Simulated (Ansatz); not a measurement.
Geometry optimisation.

Program: Ansatz.

```
crystal:
  lattice:
    - [4.49960461, 0.0, 0.0]
    - [0.0, 4.49960461, 0.0]
    - [0.0, 0.0, 3.6304273]
  atoms:
    - { symbol: Ge, position: [0.0, 0.0, 0.0] }
    - { symbol: I, position: [0.5, 0.5, 0.5] }
basis:
  ecutwfc: 420
kpoints:
  mp_grid: { grid: [4, 4, 6] }
hamiltonian:
  xc: pbe
scf:
  occupations: { method: gaussian, width: 0.1 }
  lower_state_search: "off"
output:
  forces: true
  stress: true
  eigenvalues: true
relax:
  adjacent_minimum: "off"
  f_tol: 0.04
  max_steps: 70
  cell: { stress_tol: 0.4 }
```

Command:
```bash
ansatz run input.yaml --threads 1 --pin off --max-ram 2048MiB --backend cpu --events-out ev --progress --plain --runs-dir out
```

How does the optimisation go?

The optimisation met its thresholds at geometry 6, counting the start as the first. The energy fell by about 290 meV/atom from the first step to the last. All forces vanish by symmetry, so only the cell moves. The volume shrinks from 36.8 to 26.9 Å³ per atom (−27 %), overshooting to 26.0 at step 5, as the pressure goes from −4.3 GPa to 0.12 GPa.

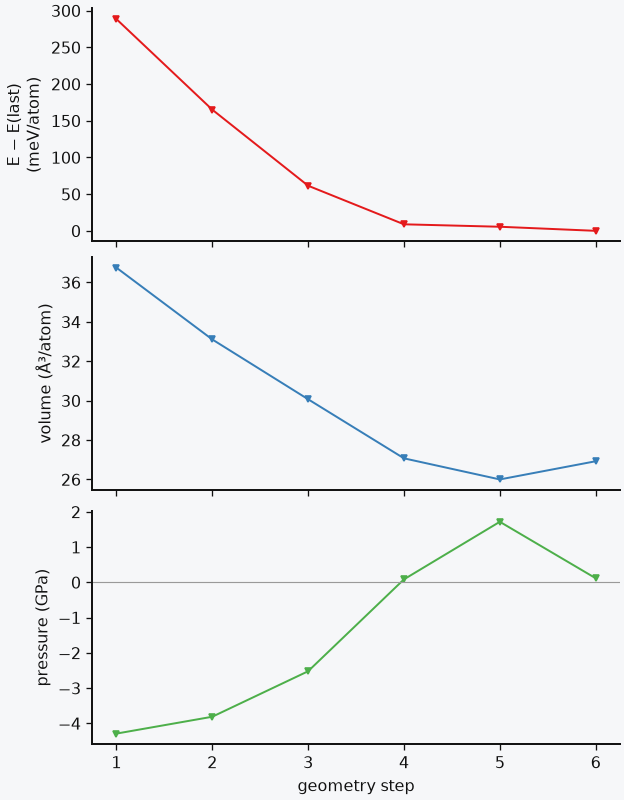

History of the run, step by step. Atoms and cell relax. A closing SCF on a freshly chosen basis isn't drawn.
